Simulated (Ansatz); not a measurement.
System: CH$_{4}$LiSi (SMILES [Li][CH2][SiH2+]) (charge +1).

```xyz
7

C    -0.6930   -0.2838   -0.1960
Li   -2.2563    0.0388    1.2075
Si    0.2912    1.1191   -0.3643
H    -1.4047   -0.5357   -0.9834
H    -0.3155   -1.1377    0.3683
H     1.4251    1.3702    0.5424
H    -0.0652    2.1939   -1.3070
```

Geometry: r2SCAN-D4/def2-TZVP.

Level of theory: isolated molecule in a Gaussian basis; Kohn-Sham density functional theory, functional PBE0 (Ansatz).

> What can the converged electron density and electron localisation function tell about the bonding?

C–Si (1.72 Å): ρ is about 1.2 e/Å³ halfway; the ELF peaks at about 0.90 between the atoms, as expected for a covalent bond.
C–H (1.09 Å): the density is about 1.9 e/Å³ at the midpoint; the ELF climbs to about 1 towards the hydrogen, as it does in any bond to H; a covalent bond by its length.
Si–H (1.47 Å): ρ at the midpoint is about 0.85 e/Å³; the ELF climbs to about 1 towards the hydrogen.

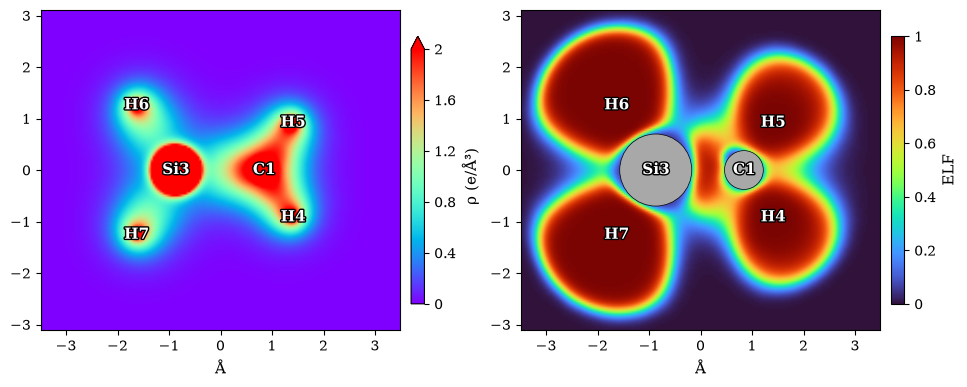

Computed electron density and electron localisation function on the plane of atoms H6, Si3 and H7, in this order. Grey discs cover the atomic cores in the ELF map. 
